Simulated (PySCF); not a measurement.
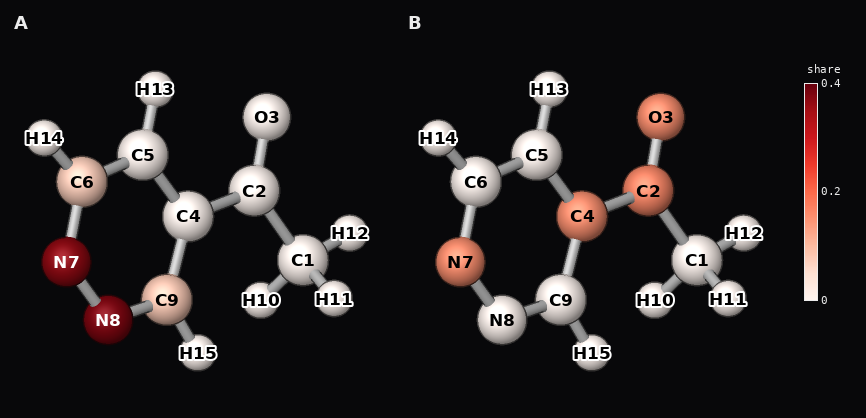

Each panel colours the atoms by their Löwdin share in one orbital (up to four of the largest shares; other atoms are shown as zero). Computed geometry: GFN2-xTB optimisation. No frequency run is at hand to confirm it as a minimum. Computed with ωB97X-D/def2-SVPD (PySCF 2.14.0).

### The panels show the HOMO, LUMO, in some order. Which is which?

A: HOMO, −8.86 eV; N8 0.38, N7 0.37, C9 0.08, C6 0.07
B: LUMO, −0.93 eV; C2 0.16, O3 0.15, N7 0.15, C4 0.15
